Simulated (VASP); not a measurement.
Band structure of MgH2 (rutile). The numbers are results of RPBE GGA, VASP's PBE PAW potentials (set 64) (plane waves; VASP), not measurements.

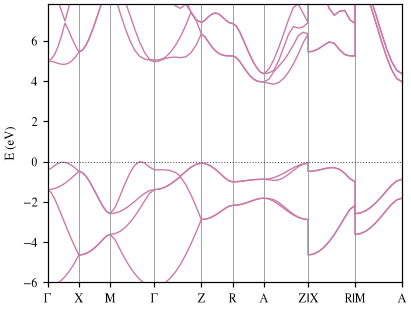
Figure: Bands along high-symmetry lines, zero at the valence-band maximum or, without a gap, the Fermi level

Read the plot: is there a gap, and where are the band edges?

The gap is indirect, 3.85 eV, from the valence maximum at M-Γ at 0.67 to the conduction minimum at A-Z at 0.22. (Edges off the drawn lines would not show.)

The compound is MgH2 in the rutile structure. It was relaxed first.
